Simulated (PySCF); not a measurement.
# C2H5F2Sb (SMILES C[CH2][Sb]([F])[F]) at 4 levels

Aim: a comparison of 4 runs (PBE/def2-SVP, TPSS/def2-SVP, revPBE/def2-SVP, CCSD(T)/def2-SVP) of C2H5F2Sb. 

The calculation is run with PySCF 2.14.0.

## 1. Starting point

C2H5F2Sb: 10 atoms, total charge 0, spin state singlet. SMILES: `C[CH2][Sb]([F])[F]`. The Sb3–H10 distance was set to 3.595 Å, away from the relaxed value. At this shape a bond of the SMILES string is far longer than usual.

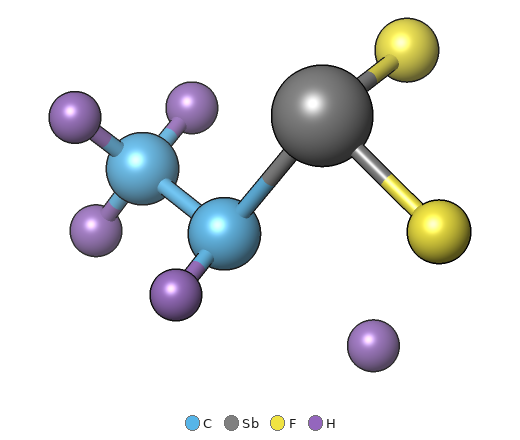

Viewed from a chosen angle; carbon blue, antimony grey, fluorine yellow, hydrogen purple.

## 2. The energy at PBE/def2-SVP (core potential) (run 1)

mol.xyz

```xyz
10

C     -2.084183     0.264340     0.485927
C     -1.051783     0.549340    -0.594673
Sb    -1.007283    -0.964660    -2.104973
F     -0.398083    -2.296860    -0.877173
F      0.733817    -0.471860    -2.715473
H     -3.102583     0.242040     0.086927
H     -1.895283    -0.696060     0.970927
H     -2.062083     1.033240     1.262327
H     -1.231283     1.508740    -1.088973
H      1.187800     0.588500     0.280700
```

input.py

```python
from pyscf import gto, dft

mol = gto.Mole()
mol.atom = 'mol.xyz'
mol.basis = 'def2-svp'
mol.charge = 0
mol.spin = 0
mol.ecp = {'Sb': 'def2-svp'}
mol.verbose = 3
mol.max_memory = 1860
mol.build()

mf = dft.RKS(mol)
mf.xc = 'pbe'
mf.grids.level = 5
mf.conv_tol = 1e-10
mf.kernel()
if not mf.converged:
    mf = mf.newton().run(mf.mo_coeff, mf.mo_occ)

e_tot = mf.e_tot
print('E = %.10f Eh' % e_tot)
```

Started as:

```bash
OMP_NUM_THREADS=1 python input.py
```

The log of the run:

```text
converged SCF energy = -518.518953295582
E = -518.5189532956 Eh
```

It took 52 s on 1 thread of Arm Neoverse V1, shared host; peak memory 0.57 GiB.

## 3. The energy at TPSS/def2-SVP (core potential) (run 2)

calc.py

```python
from pyscf import gto, dft

mol = gto.Mole()
mol.atom = '''
C   -2.084183   0.264340   0.485927
C   -1.051783   0.549340  -0.594673
Sb  -1.007283  -0.964660  -2.104973
F   -0.398083  -2.296860  -0.877173
F    0.733817  -0.471860  -2.715473
H   -3.102583   0.242040   0.086927
H   -1.895283  -0.696060   0.970927
H   -2.062083   1.033240   1.262327
H   -1.231283   1.508740  -1.088973
H    1.187800   0.588500   0.280700
'''
mol.max_memory = 1860
mol.ecp = {'Sb': 'def2-svp'}
mol.basis = 'def2-svp'
mol.spin = 0
mol.verbose = 4
mol.charge = 0
mol.build()

mf = dft.RKS(mol, xc='tpss')
mf.conv_tol = 1e-10
mf.grids.level = 5
mf.kernel()
if not mf.converged:
    mf = mf.newton().run(mf.mo_coeff, mf.mo_occ)

e_tot = mf.e_tot
print('E(%s) = %.9f' % ('TPSS', e_tot))
```

Started as:

```bash
OMP_NUM_THREADS=1 python calc.py
```

The log of the run:

```text
PySCF version 2.14.0

[... 95 lines left out ...]
converged SCF energy = -518.75800667267
E(TPSS) = -518.758006673
```

It took 1.8 min on 1 thread of Arm Neoverse V1, shared host; peak memory 0.59 GiB.

## 4. The energy at revPBE/def2-SVP (core potential) (run 3)

run.py

```python
from pyscf import gto, dft

mol = gto.M(
    atom='''
C     -2.084183     0.264340     0.485927
C     -1.051783     0.549340    -0.594673
Sb    -1.007283    -0.964660    -2.104973
F     -0.398083    -2.296860    -0.877173
F      0.733817    -0.471860    -2.715473
H     -3.102583     0.242040     0.086927
H     -1.895283    -0.696060     0.970927
H     -2.062083     1.033240     1.262327
H     -1.231283     1.508740    -1.088973
H      1.187800     0.588500     0.280700
''',
    max_memory=1860,
    ecp={'Sb': 'def2-svp'},
    basis='def2-svp',
    spin=0,
    verbose=3,
)

ks = dft.RKS(mol, xc='revpbe')
ks.grids.level = 5
ks.conv_tol = 1e-10
ks.kernel()
if not ks.converged:
    ks = ks.newton().run(ks.mo_coeff, ks.mo_occ)

energy = ks.e_tot
print('Final energy', energy)
```

Started as:

```bash
OMP_NUM_THREADS=1 python run.py
```

The log of the run:

```text
converged SCF energy = -518.778867514235
Final energy -518.7788675142355
```

Wall time 52 s (1 thread of Arm Neoverse V1, shared host); peak memory 0.57 GiB.

## 5. A single-point energy at CCSD(T)/def2-SVP (core potential) (run 4)

run.py

```python
from pyscf import gto, scf, cc

molecule = gto.M(
    atom='''
C     -2.084183     0.264340     0.485927
C     -1.051783     0.549340    -0.594673
Sb    -1.007283    -0.964660    -2.104973
F     -0.398083    -2.296860    -0.877173
F      0.733817    -0.471860    -2.715473
H     -3.102583     0.242040     0.086927
H     -1.895283    -0.696060     0.970927
H     -2.062083     1.033240     1.262327
H     -1.231283     1.508740    -1.088973
H      1.187800     0.588500     0.280700
''',
    charge=0,
    verbose=4,
    max_memory=1860,
    basis='def2-svp',
    ecp={'Sb': 'def2-svp'},
)

myscf = scf.RHF(molecule)
myscf.conv_tol = 1e-10
myscf.kernel()
if not myscf.converged:
    myscf = myscf.newton().run(myscf.mo_coeff, myscf.mo_occ)

mycc = cc.CCSD(myscf, frozen=8)
mycc.kernel()
e_t = mycc.ccsd_t()
e_tot = mycc.e_tot + e_t
print('E = %.10f Eh' % e_tot)
```

Started as:

```bash
OMP_NUM_THREADS=1 python run.py
```

The log of the run:

```text
PySCF version 2.14.0

[... 74 lines left out ...]
converged SCF energy = -516.391135053998
[... 12 lines left out ...]
Init t2, MP2 energy = -517.194813098562  E_corr(MP2) -0.803678044564556
[... 16 lines left out ...]
CCSD converged
[... 2 lines left out ...]
E = -517.2789935283 Eh
```

Run time: 4.1 min. Hardware: 1 thread of Arm Neoverse V1, shared host; peak memory 0.98 GiB.

## 6. The series

```
run                              level  integration grid  frozen core orbitals  energy (Eh)  dipole moment (D) of the reference  HOMO energy (eV)  LUMO energy (eV)  wall time
  1      PBE/def2-SVP (core potential)                 5                     –  -518.518953                                4.27             -6.00             -3.91       52 s
  2     TPSS/def2-SVP (core potential)                 5                     –  -518.758007                                4.47             -6.10             -3.89    1.8 min
  3   revPBE/def2-SVP (core potential)                 5                     –  -518.778868                                4.33             -5.96             -3.88       52 s
  4  CCSD(T)/def2-SVP (core potential)                 –                     8  -517.278994                                5.59             -8.72             -0.06    4.1 min
```

## 7. What came out

```
                                          quantity          value
                               run 4: total energy  -517.27899 Eh
       run 4: dipole moment (Hartree–Fock density)         5.59 D
        run 4: HOMO energy (Hartree–Fock orbitals)       -8.72 eV
        run 4: LUMO energy (Hartree–Fock orbitals)       -0.06 eV
      run 4: HOMO–LUMO gap (Hartree–Fock orbitals)        8.67 eV
run 4: correlation energy (8 core orbitals frozen)     -887.9 mEh
                             run 4: (T) correction     -29.93 mEh
                              run 4: T1 diagnostic          0.020
```

In words: Over runs 1, 2, 3 the dipole moment (its size) runs from 4.27 D (PBE/def2-SVP) to 4.47 D (TPSS/def2-SVP). Over runs 1, 2, 3 the HOMO–LUMO gap runs from 2.08 eV (revPBE/def2-SVP) to 2.21 eV (TPSS/def2-SVP). Totals of different functionals can't be ranked against each other. In runs 1, 2, 3, 4 a closed-shell determinant meets a far-stretched bond, which it describes badly. All runs together took 7.6 min, the longest 4.1 min.
